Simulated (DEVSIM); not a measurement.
Device: abrupt Si n-p junction, at 350 K.

| layer (left to right) | material | thickness (μm) | Nd (cm⁻³) | Na (cm⁻³) | τn (s) | τp (s) |
|---|---|---|---|---|---|---|
| 1 | Si | 17.0 | 2.2e18 | - | 2.2e-5 | 2.2e-5 |
| 2 | Si | 0.880 | - | 2.6e15 | 2.2e-5 | 2.2e-5 |

Left contact: ohmic. Right contact: ohmic. Voltage is applied to the left contact. Recombination: SRH at mid-gap, Auger. Mobility is μmin + (μ − μmin)/(1 + (N/Nref)^α).

The device is made up for the run: typed textbook-type constants, with dimensions and the other settings drawn at random. Values at 300 K; Nc and Nv go as T^1.5, mobilities as T to minus their exponent, the gap by Varshni's rule with the affinity fixed.

| parameter | Si |
|---|---|
| gap (eV) | 1.124 |
| affinity (eV) | 4.05 |
| permittivity | 11.7 |
| Nc (cm⁻³) | 2.86e19 |
| Nv (cm⁻³) | 3.1e19 |
| μn (cm²/Vs) | 1417 |
| μp (cm²/Vs) | 470 |
| μn,min | 52 |
| μp,min | 45 |
| Nref,n | 9.7e16 |
| Nref,p | 2.2e17 |
| αn | 0.68 |
| αp | 0.72 |
| T exponent of μn | 2.3 |
| T exponent of μp | 2.2 |
| Cn (cm⁶/s) | 2.8e-31 |
| Cp (cm⁶/s) | 9.9e-32 |
| Varshni α (eV/K) | 0.000473 |
| Varshni β (K) | 636 |

DEVSIM, 1D drift-diffusion, Boltzmann statistics, complete ionisation; no tunnelling, impact ionisation, image-force lowering or self-heating.

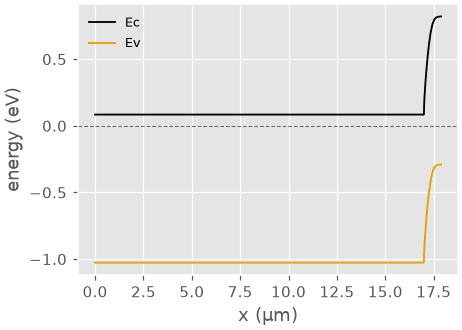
Figure: Band edges at zero bias

Energies count from the Fermi level of the right contact; mesh points crowd at the junctions.

```
x (μm)   Ec (eV)  Ev (eV)  n (cm⁻³)  p (cm⁻³)  field (V/cm)
-------  -------  -------  --------  --------  ------------
0.000      0.084   -1.026    2.2e18     65000           ≈ 0
0.02809    0.084   -1.026    2.2e18     65000           ≈ 0
0.08897    0.084   -1.026    2.2e18     65000           ≈ 0
0.2311     0.084   -1.026    2.2e18     65000           ≈ 0
0.6818     0.084   -1.026    2.2e18     65000           ≈ 0
1.506      0.084   -1.026    2.2e18     65000           ≈ 0
3.429      0.084   -1.026    2.2e18     65000           ≈ 0
9.166      0.084   -1.026    2.2e18     65000           ≈ 0
13.54      0.084   -1.026    2.2e18     65000           ≈ 0
15.42      0.084   -1.026    2.2e18     65000           ≈ 0
16.28      0.084   -1.026    2.2e18     65000           ≈ 0
16.77      0.084   -1.026    2.2e18     65000           ≈ 0
16.91      0.084   -1.026    2.2e18     65000           ≈ 0
16.97      0.084   -1.026    2.2e18     65000           ≈ 0
17.00      0.152   -0.959    2.3e17    610000         52000
17.04      0.253   -0.858    8.2e15     1.7e7         23000
17.11      0.390   -0.721    8.8e13     1.6e9         18000
17.25      0.607   -0.504    6.6e10    2.2e12         12000
17.61      0.811   -0.300     7.6e7    1.9e15          1100
17.77      0.819   -0.292     5.8e7    2.5e15           210
17.84      0.820   -0.291     5.6e7    2.6e15           120
17.88      0.821   -0.290     5.5e7    2.6e15           110
```
